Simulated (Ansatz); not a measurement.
Dissociation curve of SAl (cation, charge +1), lowest singlet found (which spin is the ground state isn't settled by this scan).

Levels of theory: UCCSD(T) = CCSD(T) on UHF/cc-pVDZ, frozen core in Ansatz (a program for electronic structure); UKS-PBE0 = unrestricted PBE0/cc-pVDZ in Ansatz; UKS-B3LYP = unrestricted B3LYP/cc-pVDZ run with Ansatz; UKS-PBE = Ansatz with unrestricted PBE/cc-pVDZ; FCI = Ansatz with full CI/cc-pVDZ, frozen core.

Cost and accuracy over the 8 points of the scan, with FCI as yardstick. Costs are rough ratios of core time within Ansatz on shared cores, each with its mean field (Kohn-Sham runs search longer for lower solutions than correlated ones do); the miss is the largest error against full CI of the curve after the mean shift, in kJ/mol.

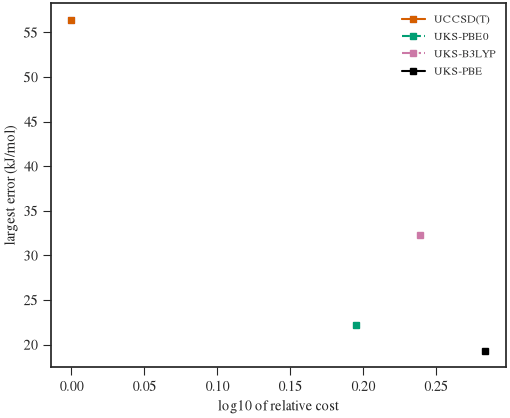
Fig. 1. Miss against cost, one point a level.

```tsv
level	relative cost	largest error
UCCSD(T)	1	56.4
UKS-PBE0	2	22.2
UKS-B3LYP	2	32.2
UKS-PBE	2	19.3
```

Costs within a factor of two of each other count as equal.

The scan ran from 1.63 to 7.65 Å; beyond the distances shown full CI changes its symmetry label. The unrestricted determinant behind UCCSD(T) is spin-contaminated at 2.13 to 2.83 Å (<S²> up to 1.1, against 0.00 for a pure singlet). The unrestricted determinant behind UKS-PBE0, UKS-B3LYP, UKS-PBE is spin-contaminated at 2.13 to 2.83 Å (<S²> up to 1.0, against 0.00 for a pure singlet).
